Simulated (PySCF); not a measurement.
```yaml
atoms:
  - { symbol: C, position_ang: [-1.1657, -1.3488, 0.8530] }
  - { symbol: C, position_ang: [0.2538, -0.9324, 0.6132] }
  - { symbol: O, position_ang: [1.1980, -1.5573, 1.0420] }
  - { symbol: C, position_ang: [0.5017, 0.3049, -0.1882] }
  - { symbol: C, position_ang: [-0.4194, 1.1121, -0.7372] }
  - { symbol: C, position_ang: [-1.8160, 0.9852, -0.6881] }
  - { symbol: N, position_ang: [-2.9634, 0.9549, -0.6965] }
  - { symbol: C, position_ang: [1.9646, 0.6039, -0.3489] }
  - { symbol: F, position_ang: [2.1851, 1.7347, -1.0861] }
  - { symbol: H, position_ang: [-1.7082, -0.5672, 1.3811] }
  - { symbol: H, position_ang: [-1.6740, -1.5296, -0.0920] }
  - { symbol: H, position_ang: [-1.1721, -2.2591, 1.4477] }
  - { symbol: H, position_ang: [-0.0898, 1.9822, -1.2968] }
  - { symbol: H, position_ang: [2.4689, -0.2267, -0.8567] }
  - { symbol: H, position_ang: [2.4323, 0.7512, 0.6318] }
```

Geometry: GFN2-xTB.

Computed with wB97X-D/def2-SVPD, SCF density, gas phase in PySCF.

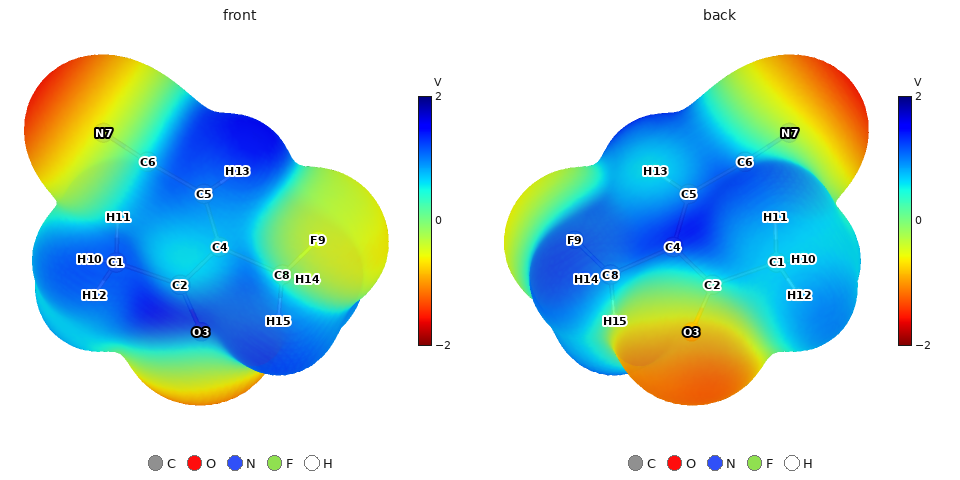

C₆H₆FNO (SMILES CC(=O)/C(=C\C#N)CF). The electrostatic potential painted on the density surface at 0.002 e/bohr³, seen from the front and from behind; the colour scale runs from red (negative) to blue (positive).

Question: Describe the electrostatic potential map.

Answer: The most negative region (about −1.5 V) lies over N7, the most positive (about +1.5 V) over H13. N7 is the likeliest acceptor of a hydrogen bond.

Question: What dipole moment does the calculation give?

Answer: Its dipole moment is 1.17 D.
